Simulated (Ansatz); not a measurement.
## Nudged elastic band, with input and output: CH₈GeS (part 1 of 2)

System: CH₈GeS.
Method: RKS PBE0-D4/def2-mTZVP (Ansatz 0.2.0).

It belongs to a series of runs on one base structure; here: band between the two ends. Figures and captions count atoms from 1; the log counts them from 0 in places.

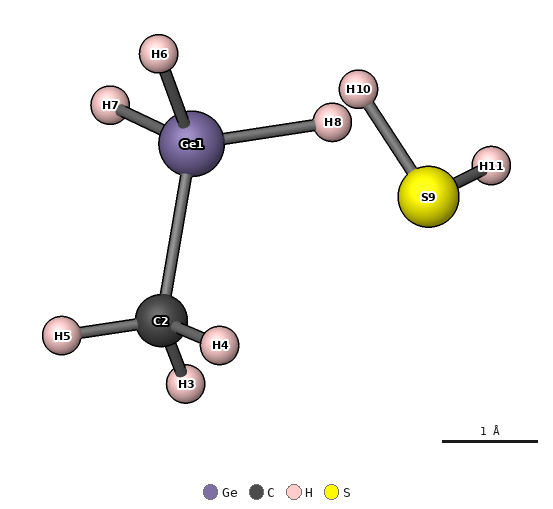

*The structure as given in the input (ball-and-stick view, seen at a tilt; atoms are numbered from 1 in the order of the input). Sticks mark near contacts.*

Bond lengths as drawn: C–Ge 1.95 Å, C–H 1.09 Å, Ge–H 1.54 Å and H–S 1.35 Å.

Input file
```yaml
crystal:
  periodic: [false, false, false]
  atoms:
    - { symbol: Ge, position_ang: [-0.327325, 0.160517, 0.231312] }
    - { symbol: C, position_ang: [-0.025721, 0.552339, 2.118963] }
    - { symbol: H, position_ang: [-0.969008, 0.767403, 2.623465] }
    - { symbol: H, position_ang: [0.441349, -0.305879, 2.602836] }
    - { symbol: H, position_ang: [0.628854, 1.417606, 2.233227] }
    - { symbol: H, position_ang: [1.001308, -0.157241, -0.485662] }
    - { symbol: H, position_ang: [-0.98144, 1.357709, -0.486718] }
    - { symbol: H, position_ang: [-1.258538, -1.058332, 0.064175] }
    - { symbol: S, position_ang: [1.270909, -3.243975, 1.618768] }
    - { symbol: H, position_ang: [1.727873, -2.754893, 0.444603] }
    - { symbol: H, position_ang: [0.027038, -3.431653, 1.125429] }
basis:
  gaussian: { orbitals: def2-mTZVP }
hamiltonian:
  xc: pbe0
  dispersion: d4
neb:
  order_check: false
  images: 7
  f_tol: 0.05
  max_iterations: 60
  final_atoms:
    - { symbol: Ge, position_ang: [0.04507455, -0.83979208, -0.72109753] }
    - { symbol: C, position_ang: [0.19205975, 0.30143272, 3.05629639] }
    - { symbol: H, position_ang: [-0.89646254, 0.36689408, 3.0602187] }
    - { symbol: H, position_ang: [0.56597693, 0.42614254, 4.07223594] }
    - { symbol: H, position_ang: [0.60064864, 1.0897885, 2.42304761] }
    - { symbol: H, position_ang: [1.085995, 0.28024975, -0.61341173] }
    - { symbol: H, position_ang: [-1.24073415, -0.46554562, 0.0322035] }
    - { symbol: H, position_ang: [-0.28180665, -1.13614398, -2.19432919] }
    - { symbol: S, position_ang: [1.01457884, -2.61131015, 0.22710468] }
    - { symbol: H, position_ang: [-0.04720743, -3.43554047, 0.07499312] }
    - { symbol: H, position_ang: [0.49717604, -0.67257427, 2.67313651] }
  initial_path:
    images:
      - { positions_ang: [[-0.327325, 0.160517, 0.231312], [-0.025721, 0.552339, 2.118963], [-0.969008, 0.767403, 2.623465], [0.441349, -0.305879, 2.602836], [0.628854, 1.417606, 2.233227], [1.001308, -0.157241, -0.485662], [-0.98144, 1.357709, -0.486718], [-1.258538, -1.058332, 0.064175], [1.270909, -3.243975, 1.618768], [1.727873, -2.754893, 0.444603], [0.027038, -3.431653, 1.125429]] }
      - { positions_ang: [[-0.27475205, 0.09225227, 0.16475299], [-0.00485472, 0.43983649, 2.15382488], [-0.94971246, 0.52050178, 2.65114617], [0.55357057, -0.36249045, 2.60903223], [0.53637058, 1.35393016, 2.30414576], [1.07572239, -0.13996989, -0.53051517], [-0.97470328, 1.28354135, -0.51529064], [-1.14669054, -1.15736786, -0.0459301], [1.20683259, -2.98409276, 1.43526955], [1.33872061, -2.89316543, 0.5104662], [0.17479529, -2.84937465, 1.35349614]] }
      - { positions_ang: [[-0.2221791, 0.02398755, 0.09819397], [0.01601157, 0.32733397, 2.18868675], [-0.93041692, 0.27360056, 2.67882733], [0.66579215, -0.41910189, 2.61522846], [0.44388717, 1.29025433, 2.37506452], [1.15013679, -0.12269879, -0.57536834], [-0.96796656, 1.20937369, -0.54386328], [-1.03484308, -1.25640373, -0.1560352], [1.14275619, -2.72421053, 1.2517711], [0.94956822, -3.03143786, 0.5763294], [0.32255258, -2.26709631, 1.58156328]] }
      - { positions_ang: [[-0.16960615, -0.04427718, 0.03163496], [0.03687785, 0.21483146, 2.22354863], [-0.91112137, 0.02669934, 2.7065085], [0.77801372, -0.47571334, 2.62142469], [0.35140375, 1.22657849, 2.44598329], [1.22455118, -0.10542768, -0.6202215], [-0.96122983, 1.13520604, -0.57243593], [-0.92299561, -1.35543959, -0.2661403], [1.07867978, -2.46432829, 1.06827265], [0.56041583, -3.16971029, 0.6421926], [0.47030986, -1.68481796, 1.80963042]] }
      - { positions_ang: [[-0.1170332, -0.1125419, -0.03492405], [0.05774413, 0.10232895, 2.25841051], [-0.89182583, -0.22020188, 2.73418966], [0.89023529, -0.53232478, 2.62762092], [0.25892034, 1.16290266, 2.51690205], [1.29896558, -0.08815657, -0.66507467], [-0.95449311, 1.06103839, -0.60100857], [-0.81114815, -1.45447545, -0.3762454], [1.01460338, -2.20444606, 0.8847742], [0.17126344, -3.30798272, 0.7080558], [0.61806715, -1.10253961, 2.03769756]] }
      - { positions_ang: [[-0.07650627, -0.29435445, -0.20646742], [0.09132304, 0.15210489, 2.45788198], [-0.89298501, -0.07342789, 2.81569692], [0.8091707, -0.29270795, 2.98877467], [0.34435241, 1.14462412, 2.49343844], [1.24572294, 0.00394501, -0.65215893], [-1.02605337, 0.67939239, -0.44270555], [-0.67881278, -1.37489259, -0.83076635], [1.01459724, -2.30616208, 0.72035682], [0.11664572, -3.33987216, 0.54979013], [0.58784437, -0.99504828, 2.1965573]] }
      - { positions_ang: [[-0.03597933, -0.47616699, -0.37801079], [0.12490194, 0.20188083, 2.65735345], [-0.89414418, 0.0733461, 2.89720418], [0.72810611, -0.05309112, 3.34992843], [0.42978449, 1.12634558, 2.46997483], [1.19248029, 0.09604659, -0.6392432], [-1.09761363, 0.29774638, -0.28440253], [-0.5464774, -1.29530972, -1.28528729], [1.01459111, -2.4078781, 0.55593944], [0.062028, -3.3717616, 0.39152446], [0.5576216, -0.88755694, 2.35541704]] }
      - { positions_ang: [[0.00454761, -0.65797954, -0.54955416], [0.15848085, 0.25165677, 2.85682492], [-0.89530336, 0.22012009, 2.97871144], [0.64704152, 0.18652571, 3.71108218], [0.51521657, 1.10806704, 2.44651122], [1.13923765, 0.18814817, -0.62632746], [-1.16917389, -0.08389962, -0.12609952], [-0.41414202, -1.21572685, -1.73980824], [1.01458497, -2.50959412, 0.39152206], [0.00741029, -3.40365104, 0.23325879], [0.52739882, -0.78006561, 2.51427677]] }
      - { positions_ang: [[0.04507455, -0.83979208, -0.72109753], [0.19205975, 0.30143272, 3.05629639], [-0.89646254, 0.36689408, 3.0602187], [0.56597693, 0.42614254, 4.07223594], [0.60064864, 1.0897885, 2.42304761], [1.085995, 0.28024975, -0.61341173], [-1.24073415, -0.46554562, 0.0322035], [-0.28180665, -1.13614398, -2.19432919], [1.01457884, -2.61131015, 0.22710468], [-0.04720743, -3.43554047, 0.07499312], [0.49717604, -0.67257427, 2.67313651]] }
```

Machine: 2 threads of Arm Neoverse V2, 24 GiB of memory available, shared host.

Run as:
```bash
ansatz run input.yaml --threads 2 --pin off --max-ram 3072MiB --backend cpu --events-out ev --progress --plain --runs-dir out
```

What the program printed
```
Engine: ansatz 0.2.0, aarch64-unknown-linux-gnu
Functional definition: PBE0
  parameter a = 0.25
  parameter kappa = 0.804
  parameter beta = 0.06672455060314922
  exchange = (1 - a)*pbe_x(kappa = kappa, mu = beta*pi^2/3) + a*exact_x
  correlation = pbe_c(beta = beta)
1045 factors; integrals over basis functions are off by at most 5.6e-4 eV
mean field evaluation 1: about -68503.3464 eV, gradient 5.0e1 eV
mean field evaluation 2: about -68500.9331 eV, gradient 5.6e1 eV
mean field evaluation 4: about -68508.6013 eV, gradient 1.3e0 eV
mean field evaluation 8: about -68508.6275 eV, gradient 3.2e-2 eV
mean field -68508.62750172 eV, -2517.6456238727 hartree, gradient 7.4e-5 eV, S^2 0.000000; 0 other end points of the search recorded, 0 dependent functions left out
the calculation of the forces begins
reference -68508.62753544 eV, -2517.6456251119 hartree; 31, 31 occupied and 70, 70 virtual orbitals, 1045 factors
1040 factors; integrals over basis functions are off by at most 9.0e-4 eV
mean field evaluation 16: about -68502.9233 eV, gradient 4.9e1 eV
mean field -68509.34376265 eV, -2517.6719459763 hartree, gradient 4.8e-5 eV, S^2 0.000000; 0 other end points of the search recorded, 0 dependent functions left out
[... from here on the field's lines of each further geometry are left out, up to the last ...]
NEB iter   1: max|band force component| = 7.758e1 eV/Å  barrier→ = 18.5255 eV  barrier← = 19.2376 eV  Δτ_max = 0.2000 Å  (231 SCF iters)
NEB iter   2: max|band force component| = 1.495e1 eV/Å  barrier→ = 3.1712 eV  barrier← = 3.8833 eV  Δτ_max = 0.1992 Å  (193 SCF iters)
NEB iter   3: max|band force component| = 9.548e0 eV/Å  barrier→ = 2.0410 eV  barrier← = 2.7530 eV  Δτ_max = 0.2000 Å  (190 SCF iters)
NEB iter   4: max|band force component| = 3.027e0 eV/Å  barrier→ = 1.7029 eV  barrier← = 2.4149 eV  Δτ_max = 0.2000 Å  (190 SCF iters)
NEB iter   5: max|band force component| = 1.208e0 eV/Å  barrier→ = 1.6468 eV  barrier← = 2.3588 eV  Δτ_max = 0.1703 Å  (190 SCF iters)
NEB iter   6: max|band force component| = 5.735e-1 eV/Å  barrier→ = 1.4699 eV  barrier← = 2.1820 eV  Δτ_max = 0.1970 Å  (199 SCF iters)
NEB iter   7: max|band force component| = 5.878e-1 eV/Å  barrier→ = 1.5164 eV  barrier← = 2.2284 eV  Δτ_max = 0.0996 Å  (198 SCF iters)
NEB iter   8: max|band force component| = 1.195e0 eV/Å  barrier→ = 1.3949 eV  barrier← = 2.1070 eV  CI = image 5  Δτ_max = 0.1006 Å  (191 SCF iters)
NEB iter   9: max|band force component| = 1.017e0 eV/Å  barrier→ = 1.7683 eV  barrier← = 2.4804 eV  CI = image 5  Δτ_max = 0.1007 Å  (198 SCF iters)
NEB iter  10: max|band force component| = 9.633e-1 eV/Å  barrier→ = 2.1269 eV  barrier← = 2.8390 eV  CI = image 5  Δτ_max = 0.1955 Å  (189 SCF iters)
NEB iter  11: max|band force component| = 7.108e-1 eV/Å  barrier→ = 2.3109 eV  barrier← = 3.0229 eV  CI = image 5  Δτ_max = 0.2000 Å  (193 SCF iters)
NEB iter  12: max|band force component| = 6.373e-1 eV/Å  barrier→ = 2.4008 eV  barrier← = 3.1129 eV  CI = image 5  Δτ_max = 0.1970 Å  (186 SCF iters)
NEB iter  13: max|band force component| = 1.187e0 eV/Å  barrier→ = 2.4920 eV  barrier← = 3.2041 eV  CI = image 5  Δτ_max = 0.1004 Å  (196 SCF iters)
NEB iter  14: max|band force component| = 6.939e-1 eV/Å  barrier→ = 2.4481 eV  barrier← = 3.1601 eV  CI = image 5  Δτ_max = 0.1112 Å  (189 SCF iters)
NEB iter  15: max|band force component| = 2.041e-1 eV/Å  barrier→ = 2.3860 eV  barrier← = 3.0980 eV  CI = image 5  Δτ_max = 0.0548 Å  (190 SCF iters)
NEB iter  16: max|band force component| = 1.601e-1 eV/Å  barrier→ = 2.3835 eV  barrier← = 3.0955 eV  CI = image 5  Δτ_max = 0.0627 Å  (185 SCF iters)
NEB iter  17: max|band force component| = 1.108e-1 eV/Å  barrier→ = 2.3817 eV  barrier← = 3.0937 eV  CI = image 5  Δτ_max = 0.0528 Å  (189 SCF iters)
NEB iter  18: max|band force component| = 8.657e-2 eV/Å  barrier→ = 2.3808 eV  barrier← = 3.0929 eV  CI = image 5  Δτ_max = 0.0423 Å  (189 SCF iters)
NEB iter  19: max|band force component| = 6.085e-2 eV/Å  barrier→ = 2.3805 eV  barrier← = 3.0926 eV  CI = image 5  Δτ_max = 0.0366 Å  (175 SCF iters)
the calculation of the forces begins
reference -68509.33722795 eV, -2517.6717058304 hartree; 31, 31 occupied and 70, 70 virtual orbitals, 1041 factors
1045 factors; integrals over basis functions are off by at most 6.7e-4 eV
mean field -68506.21523960 eV, -2517.5569748749 hartree, gradient 2.7e-5 eV, S^2 0.000000; 1 other end points of the search recorded, 0 dependent functions left out
the calculation of the forces begins
reference -68506.21527026 eV, -2517.5569760014 hartree; 31, 31 occupied and 70, 70 virtual orbitals, 1045 factors
NEB iter  20: max|band force component| = 4.110e-2 eV/Å  barrier→ = 2.3802 eV  barrier← = 3.0922 eV  CI = image 5  Δτ_max = 0.0000 Å  (353 SCF iters)
```
